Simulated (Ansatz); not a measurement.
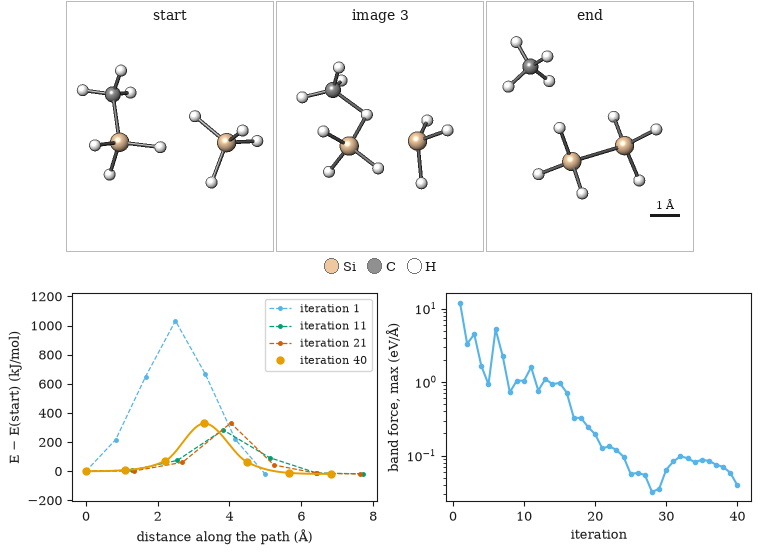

A nudged-elastic-band calculation for CH₁₀Si₂, made up at the start of CH6Si and SiH4. Images are numbered from 0 (start) to 6 (end). The plot follows the band through its iterations. Style: ball-and-stick. Shown at a tilt.

Method: RKS BLYP-D4/6-31G* in Ansatz 0.2.0. Run with 5 movable images; climbing image; force threshold 0.05 eV/Å; iteration limit 60; starting path by straight interpolation.

How did the profile develop, and is the result final?

Answer. The run is converged, with reservations. The band converged in 40 iterations. The largest component of the band force went from 12 to 0.039 eV/Å. The climbing image converged on the top of the path. Its curvatures weren't checked. The straight starting path can push atoms close together and costs iterations. The first iteration put the highest image at 1032.9 kJ/mol. Forward barrier 328.2 kJ/mol, backward barrier 346.6 kJ/mol, with image 3 at the top; the reaction energy is −18.4 kJ/mol.

Limits of the set-up: the start holds two separate molecules, 2.5 Å apart at their closest, whose relative position is a soft coordinate.

Cost: 9.1 min on 1 thread of Arm Neoverse V1, on a shared host, peak memory 0.15 GiB.
